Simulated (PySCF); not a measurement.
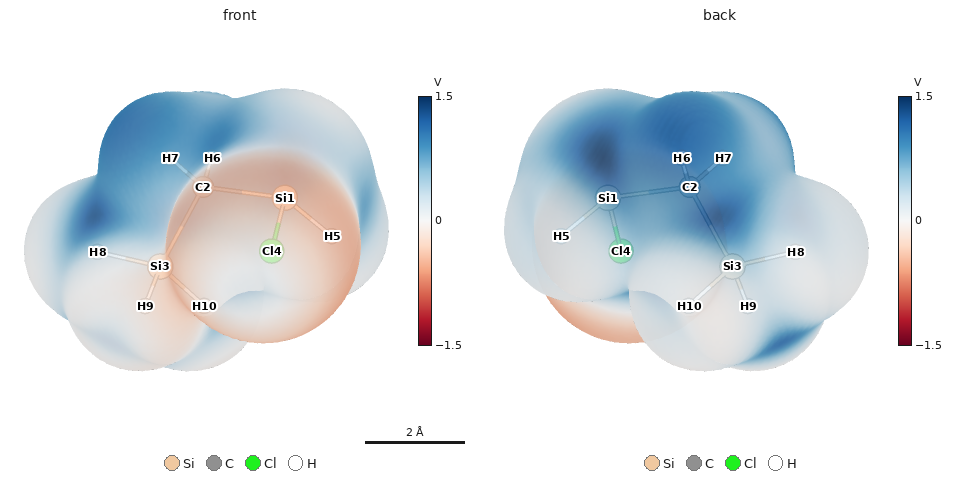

Figure. CH6ClSi2 (SMILES [SiH3]C[SiH]Cl) (doublet). The electrostatic potential painted on the density surface at 0.002 e/bohr³, seen from the front and from behind; red is negative and blue positive.

Geometry: PBE0-D3(BJ)/def2-SVP.

Level of theory: PySCF 2.14.0, density-fitted response routines, UKS B3LYP, IGLO-III on C Cl Si, pcH-1 on H, non-relativistic, mean-field spin-orbit, GIAO.

```yaml
atoms:
  - { symbol: Si, position_ang: [1.7071, -1.0417, -0.0947] }
  - { symbol: C, position_ang: [0.5352, 0.2217, 0.6432] }
  - { symbol: Si, position_ang: [-1.0110, 0.5668, -0.3910] }
  - { symbol: Cl, position_ang: [0.7158, -2.8563, -0.3145] }
  - { symbol: H, position_ang: [2.1700, -0.6150, -1.4555] }
  - { symbol: H, position_ang: [1.0947, 1.1655, 0.7692] }
  - { symbol: H, position_ang: [0.2269, -0.1119, 1.6483] }
  - { symbol: H, position_ang: [-1.8373, 1.6304, 0.2599] }
  - { symbol: H, position_ang: [-1.8302, -0.6724, -0.5263] }
  - { symbol: H, position_ang: [-0.6062, 1.0377, -1.7505] }
```

Q: Describe the electrostatic potential map.

A: The most negative region (about −0.5 V) lies over Cl4, the most positive (about +1.4 V) over Si1 and Si3.
